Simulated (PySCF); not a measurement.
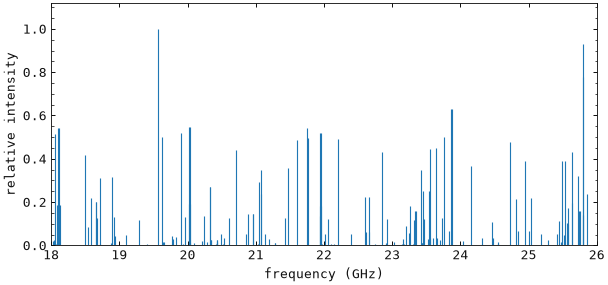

Simulated rotational absorption lines between 18 and 26 GHz at 3 K: rigid rotor with the equilibrium constants and dipole of one optimised conformer (PBE0-D3(BJ)/def2-SVP, PySCF), commonest isotopes; no centrifugal distortion, hyperfine structure, internal rotation or nuclear-spin weights; lines within 1 MHz of each other are summed.

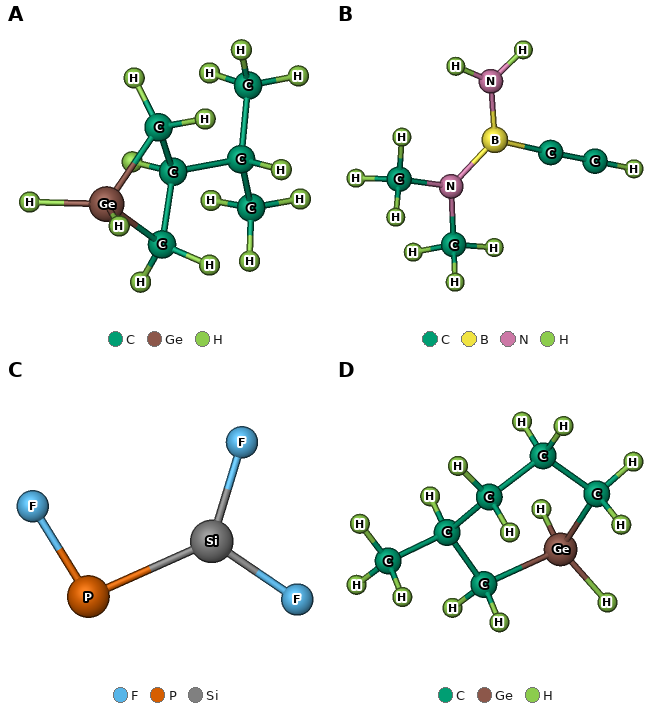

### Which molecule gives this spectrum? The candidates are drawn in the second picture.

Structure D, C₆H₁₄Ge, SMILES C[C@H]1CC[CH2][GeH2][CH2]1, singlet. Rotational constants A, B, C = 2.739, 1.331, 0.9607 GHz, |μa|, |μb|, |μc| = 0.61, 0.38, 0.19 D.

Note: coarse grid, loose stop and no frequency check, small forces are noise and the end may be a saddle.
